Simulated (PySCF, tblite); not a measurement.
# phosphethene (CH₃P): dynamics, then NMR shifts and electronic excitations on frames, part 2 of 2

tblite 0.8.0 and PySCF 2.14.0. Atoms count from 0. Earlier steps stand in the parts before.

### 10 Excited states and response: 800 fs, PBE0/def2-SVPD

What the job is given:

```
{"job": {"kind": "uv", "xc": "PBE0", "basis": "def2-SVPD", "nstates": 5, "ntriplets": 0}, "charge": 0, "multiplicity": 1}
C     -0.517300    -0.780000    -1.982200
P      0.538700    -1.672600    -1.122100
H     -0.277800    -0.374200    -2.942300
H     -1.579300    -0.685800    -1.715000
H      1.727000    -1.493000    -1.786000
```

Level: TDDFT PBE0/def2-SVPD, vertical, gas phase, core orbitals frozen in the response.

Output:

```text
coarse grid: 4576 points
cycle   1  E = -380.8411685951  dE =  5.743e-02  |g| = 2.219e-01  |ddm| = 2.515e+00
cycle   2  E = -380.8184409664  dE =  2.273e-02  |g| = 3.442e-01  |ddm| = 5.817e-01
cycle   3  E = -380.8540456416  dE = -3.560e-02  |g| = 5.482e-02  |ddm| = 3.711e-01
cycle   4  E = -380.8551102625  dE = -1.065e-03  |g| = 8.591e-03  |ddm| = 8.561e-02
cycle   5  E = -380.8551337741  dE = -2.351e-05  |g| = 1.450e-03  |ddm| = 1.617e-02
cycle   6  E = -380.8551346577  dE = -8.836e-07  |g| = 3.008e-04  |ddm| = 3.206e-03
final grid: 39256 points
cycle   7  E = -380.8976700848  dE = -3.304e-06  |g| = 5.286e-03  |ddm| = 2.723e-02
cycle   8  E = -380.8976475195  dE =  2.257e-05  |g| = 1.001e-02  |ddm| = 1.398e-02
cycle   9  E = -380.8976781227  dE = -3.060e-05  |g| = 3.026e-04  |ddm| = 9.854e-03
cycle  10  E = -380.8976781646  dE = -4.194e-08  |g| = 5.072e-05  |ddm| = 5.730e-04
cycle  11  E = -380.8976781655  dE = -8.500e-10  |g| = 1.448e-05  |ddm| = 1.059e-04
converged SCF energy = -380.8976781655

Static polarisability (au): isotropic 38.401, principal 30.133 35.089 49.980

Singlet excitations
state   eV       nm        f      main configurations
  1   4.4365    279.5   0.01062   H->L 0.90, H-1->L 0.10
  2   6.0935    203.5   0.19225   H-1->L 0.83, H->L 0.09
  3   7.1140    174.3   0.07921   H->L+1 0.75, H-1->L+1 0.19
  4   7.4391    166.7   0.04346   H-1->L+1 0.44, H-2->L 0.34, H->L+1 0.16
  5   7.4759    165.8   0.02155   H-2->L 0.61, H-1->L+1 0.34
```

It took 1.2 s on 1 thread of Arm Neoverse V1, shared host; peak memory 0.3 GiB.

Key values: HOMO -7.58 eV, LUMO -1.70 eV; lowest singlet 4.44 eV.

### 11 Nuclear shieldings: 1000 fs, PBE0/pcSseg-1

What the job is given:

```
{"job": {"kind": "nmr", "xc": "PBE0", "basis": "pcSseg-1", "pop": false}, "charge": 0, "multiplicity": 1}
C     -0.511600    -0.260000    -1.625200
P      0.363600    -1.334000    -0.679900
H     -0.494800    -0.453500    -2.677100
H     -1.104600     0.565900    -1.266300
H      0.699500    -2.223900    -1.665400
```

Level: GIAO PBE0/pcSseg-1 NMR shielding, non-relativistic, gas phase.

Output:

```text
coarse grid: 4576 points
cycle   1  E = -380.9859089945  dE =  2.833e-02  |g| = 2.165e-01  |ddm| = 2.004e+00
cycle   2  E = -380.9635389754  dE =  2.237e-02  |g| = 3.384e-01  |ddm| = 4.366e-01
cycle   3  E = -380.9970708226  dE = -3.353e-02  |g| = 6.182e-02  |ddm| = 3.395e-01
cycle   4  E = -380.9983986983  dE = -1.328e-03  |g| = 1.048e-02  |ddm| = 9.023e-02
cycle   5  E = -380.9984240280  dE = -2.533e-05  |g| = 1.506e-03  |ddm| = 1.379e-02
cycle   6  E = -380.9984246329  dE = -6.049e-07  |g| = 1.714e-04  |ddm| = 2.161e-03
final grid: 39256 points
cycle   7  E = -381.0108413114  dE = -4.371e-06  |g| = 5.807e-03  |ddm| = 1.212e-02
cycle   8  E = -381.0108109626  dE =  3.035e-05  |g| = 1.153e-02  |ddm| = 1.375e-02
cycle   9  E = -381.0108507199  dE = -3.976e-05  |g| = 3.932e-04  |ddm| = 1.043e-02
cycle  10  E = -381.0108507863  dE = -6.637e-08  |g| = 7.543e-05  |ddm| = 7.560e-04
cycle  11  E = -381.0108507878  dE = -1.503e-09  |g| = 2.672e-05  |ddm| = 1.035e-04
cycle  12  E = -381.0108507880  dE = -2.044e-10  |g| = 4.269e-06  |ddm| = 2.804e-05
converged SCF energy = -381.0108507880

GIAO shielding tensors (ppm)
atom      isotropic    diamagn.    paramagn.     s11        s22        s33       span
  0 C      -17.929     257.874    -275.803   -256.018     12.202    190.028    446.047
  1 P        7.180     967.082    -959.903   -582.471    124.536    479.473   1061.944
  2 H       22.213      29.482      -7.269     11.631     23.245     31.764     20.133
  3 H       21.929      31.748      -9.819     12.456     25.988     27.342     14.886
  4 H       24.682      30.081      -5.399     24.085     24.364     25.597      1.512
```

Run time: 0.98 s. Hardware: 1 thread of Arm Neoverse V1, shared host; peak memory 0.3 GiB.

Key values: δ C0 204.9, P1 311.2, H3 9.79, H2 9.50 ppm.

### 12 Excited states and response: 1000 fs, PBE0/def2-SVPD

What the job is given:

```
{"job": {"kind": "uv", "xc": "PBE0", "basis": "def2-SVPD", "nstates": 5, "ntriplets": 0}, "charge": 0, "multiplicity": 1}
C     -0.511600    -0.260000    -1.625200
P      0.363600    -1.334000    -0.679900
H     -0.494800    -0.453500    -2.677100
H     -1.104600     0.565900    -1.266300
H      0.699500    -2.223900    -1.665400
```

Method: TDDFT PBE0/def2-SVPD, vertical, gas phase, core orbitals frozen in the response.

Output:

```text
coarse grid: 4576 points
cycle   1  E = -380.8436429461  dE =  1.378e-02  |g| = 2.044e-01  |ddm| = 2.534e+00
cycle   2  E = -380.8213199408  dE =  2.232e-02  |g| = 3.303e-01  |ddm| = 5.404e-01
cycle   3  E = -380.8544821409  dE = -3.316e-02  |g| = 5.476e-02  |ddm| = 3.588e-01
cycle   4  E = -380.8555565311  dE = -1.074e-03  |g| = 8.446e-03  |ddm| = 8.345e-02
cycle   5  E = -380.8555793295  dE = -2.280e-05  |g| = 1.514e-03  |ddm| = 1.572e-02
cycle   6  E = -380.8555802809  dE = -9.515e-07  |g| = 3.171e-04  |ddm| = 3.256e-03
final grid: 39256 points
cycle   7  E = -380.8983241691  dE = -3.460e-06  |g| = 5.652e-03  |ddm| = 2.963e-02
cycle   8  E = -380.8982942958  dE =  2.987e-05  |g| = 1.124e-02  |ddm| = 1.544e-02
cycle   9  E = -380.8983334243  dE = -3.913e-05  |g| = 3.750e-04  |ddm| = 1.106e-02
cycle  10  E = -380.8983334880  dE = -6.371e-08  |g| = 6.148e-05  |ddm| = 6.713e-04
cycle  11  E = -380.8983334891  dE = -1.121e-09  |g| = 2.123e-05  |ddm| = 1.165e-04
cycle  12  E = -380.8983334893  dE = -1.364e-10  |g| = 4.506e-06  |ddm| = 3.359e-05
converged SCF energy = -380.8983334893

Static polarisability (au): isotropic 38.828, principal 30.556 35.126 50.803

Singlet excitations
state   eV       nm        f      main configurations
  1   4.4690    277.4   0.01111   H->L 0.54, H-1->L 0.45
  2   5.8186    213.1   0.19493   H-1->L 0.51, H->L 0.42
  3   6.8689    180.5   0.04220   H->L+1 0.79, H-1->L+1 0.15
  4   7.2168    171.8   0.00324   H-2->L 0.93
  5   7.3980    167.6   0.09030   H-1->L+1 0.78, H->L+1 0.16
```

Wall time 1.2 s (1 thread of Arm Neoverse V1, shared host); peak memory 0.31 GiB.

This run: HOMO -7.64 eV, LUMO -1.82 eV; lowest singlet 4.47 eV.

### 13 Side by side: NMR shifts

Shifts (ppm), with basis size and wall time:

```tsv
frame	C0	H2	H3	H4	P1	functions	time
250 fs	200.0	9.32	9.02	6.59	279.0	56	1.3 s
425 fs	187.5	8.71	8.76	7.95	306.7	56	0.97 s
625 fs	198.1	9.40	9.35	7.70	302.3	56	0.98 s
800 fs	186.6	8.40	8.98	7.11	287.4	56	0.97 s
1000 fs	204.9	9.50	9.79	7.03	311.2	56	0.98 s
```

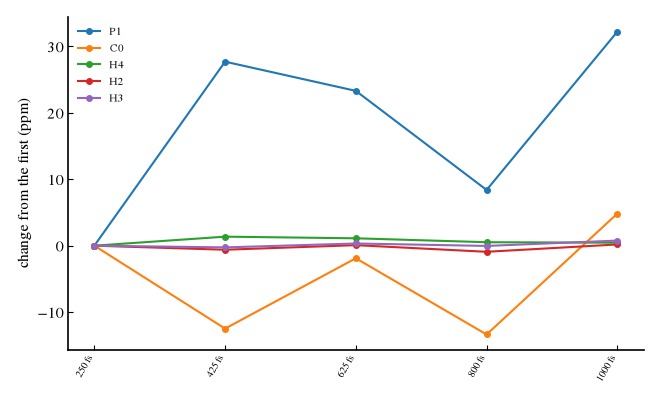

How the tabulated atoms move from run to run.

### 14 Comparing the runs: electronic excitations

Excitations and ground-state properties, with basis size and wall time:

```tsv
frame	lowest singlet (eV)	brightest (eV)	f	gap (eV)	α (Å³)	μ (D)	functions	time
250 fs	4.60	5.86	0.190	5.81	5.78	0.96	68	1.3 s
425 fs	4.43	6.03	0.183	5.88	5.78	1.04	68	1.2 s
625 fs	4.54	5.88	0.196	5.96	5.87	0.96	68	1.2 s
800 fs	4.44	6.09	0.192	5.88	5.69	1.09	68	1.2 s
1000 fs	4.47	5.82	0.195	5.82	5.75	1.04	68	1.2 s
```

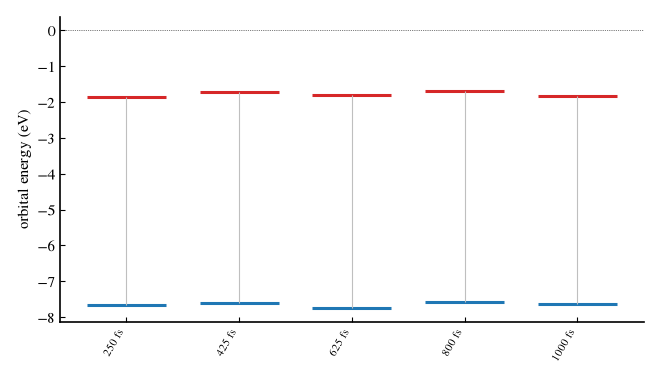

HOMO (blue) and LUMO (red) run by run.

### 15 Summary of results

The summary covers parts 1 to 2.

| quantity | value |
| --- | --- |
| thermostat | 200 K |
| mean temperature, second half | 222 K |
| mean potential energy above the minimum | 0.08 eV |
| 13C shifts against TMS (PBE0/pcSseg-1, 250 fs) | 200.0 ppm |
| 1H shifts against TMS (PBE0/pcSseg-1, 250 fs) | 9.32, 9.02, 6.59 ppm |
| 31P shifts against H3PO4 (PBE0/pcSseg-1, 250 fs) | 279.0 ppm |
| lowest singlet (PBE0/def2-SVPD, 250 fs) | 4.60 eV (270 nm), f = 0.013 |
| brightest single state of those computed | state 2, 5.86 eV, f = 0.190 |
| range of the shift of P1 | 279.0 to 311.2 ppm |
| range of the lowest singlet | 4.43 to 4.60 eV |

In the second half the potential energy averages 0.08 eV above the minimum; equipartition over 9 harmonic modes at 200 K would give 0.08 eV. With 5 atoms the temperature swings widely (78 to 337 K). Shifts at one fixed geometry are not the observed spectrum, which averages over the motion. In the first frame run (250 fs): Shielding is most anisotropic at P1 (span 1007 ppm, paramagnetic term -928 ppm). The first singlet state (HOMO−1→LUMO 0.50, HOMO→LUMO 0.49) lies at 4.60 eV and is weak; of the 5 states computed, the strongest absorption comes from state 2 at 5.86 eV (the last state computed is bright too, and its partners may lie past the list). In ppm, P1 moves most: its shift spreads over 32.2 ppm, from 279.0 (250 fs) to 311.2 (1000 fs). The lowest singlet runs from 4.43 eV (425 fs) to 4.60 eV (250 fs), while the orbital gap spans 5.81 to 5.96 eV. The lowest state need not be the same one in every run.
